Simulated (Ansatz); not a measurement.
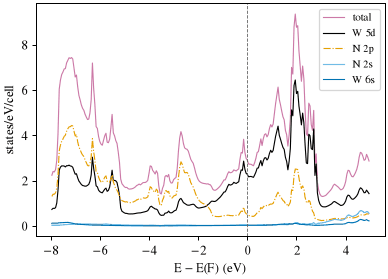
Fig. 1. Total and projected density of states of W3N4 in space group Pm-3m (No. 221; N on 1b, N on 3d, W on 3c), the program Ansatz at the PBEsol level (PAW)

**Question.** Which orbitals carry the states next to the Fermi level?

**Answer.** Within 0.5 eV of the Fermi level: W 5d 78 %, N 2p 18 %. Projections are on Löwdin-orthogonalised atomic valence shells; empty p or d shells of many metals are not among them.

**Question.** Where is the tallest occupied peak in this window, and what makes it?

**Answer.** Near -7.1 eV, about 7.4 states/eV per cell; the largest projected share is N 2p.

The workflow started from an entry of the Crystallography Open Database (COD). Whether it is the stable phase at ambient conditions was not checked. The PBEsol relaxation kept the symmetry of its start. At this level the phase is dynamically unstable (imaginary phonons). The run is not spin-polarised. Scalar-relativistic: spin–orbit coupling is off unless named, which matters more the heavier the elements.

Potentials: the later of the program's two PAW sets.
